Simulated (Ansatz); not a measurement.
Consider SrHgGeSe4 (Ama2).

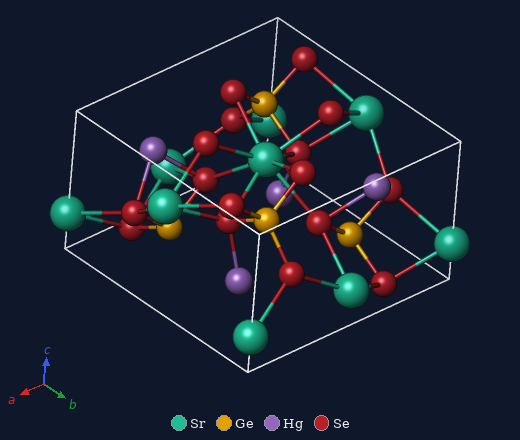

The structure (strontium teal, germanium orange, mercury purple, selenium red). Some periodic images of atoms are drawn too.

```yaml
crystal:
  lattice:
    - [10.83750, 0.00000, 0.00000]
    - [0.00000, 5.37280, 3.31885]
    - [0.00000, -5.37280, 3.31885]
  atoms:
    - { symbol: Sr, position: [0.00000, 0.25604, 0.25604] }
    - { symbol: Sr, position: [0.50000, 0.25604, 0.25604] }
    - { symbol: Ge, position: [0.25000, 0.95679, 0.51958] }
    - { symbol: Ge, position: [0.75000, 0.51958, 0.95679] }
    - { symbol: Hg, position: [0.25000, 0.52807, 0.85562] }
    - { symbol: Hg, position: [0.75000, 0.85562, 0.52807] }
    - { symbol: Se, position: [0.07305, 0.18281, 0.72378] }
    - { symbol: Se, position: [0.92695, 0.72378, 0.18281] }
    - { symbol: Se, position: [0.42695, 0.18281, 0.72378] }
    - { symbol: Se, position: [0.57305, 0.72378, 0.18281] }
    - { symbol: Se, position: [0.25000, 0.97288, 0.14420] }
    - { symbol: Se, position: [0.75000, 0.14420, 0.97288] }
    - { symbol: Se, position: [0.25000, 0.55014, 0.41789] }
    - { symbol: Se, position: [0.75000, 0.41789, 0.55014] }
```

Geometry: measured cell, ions relaxed with PBE. The runs that relaxed it are not among those shown. Spin-orbit coupling is left out unless a run names it.

Gaps computed with Ansatz 0.2.0 without a self-energy: LDA 0.97 eV, PBE 1.10 eV, PBE+SOC 1.07 eV, r2SCAN 1.39 eV, HSE06 1.90 eV and DDH-PBE0 1.81 eV. The mean ε∞ by PBE perturbation theory is 8.03.

Q: Estimate the G0W0@PBE gap with 2×2×2 mesh, 877 empty bands, screening to 100 eV, PAW set soft_1 files.

About 1.92 eV: on its mesh the run moves the gap from 1.12 eV by +0.79 eV. Among the scalar-relativistic levels given, HSE06 is nearest (−0.02 eV). One-shot corrections scale roughly with one over ε∞, here 0.12. Bands and cutoff are finite, so the gap is not at the basis limit. The miss can reach some tenths of an eV and take either sign; the mesh is an error of its own. The 2×2×2 mesh is coarse for this cell (its supercell is 13 Å along the shortest edge). The RPA ε∞ on it, from the PBE start, is 6.67, 7.54 and 10.44; such meshes misread the long-range screening, most where the gap is narrow. The many-body steps are scalar-relativistic: spin-orbit coupling is not in them.

[Paths, hosts, dates, memory and timing lines, banners, echoed tables and standing remarks are left out of the program output.]

[Logs are printed without paths, hosts, clocks, repeated set-up lines and the standing remarks that a program may print on its own settings, such as how far it seeks lower states.]

[Runs of the session that timed out or met a known fault of the program may be left out.]

[Cells called generated may have been cut or substituted from an entry of the Crystallography Open Database or the Materials Project.]

[Hosts, paths, dates, database ids (printed as entryN), source tags and the programs' standing remarks are cut or masked in the printed files.]
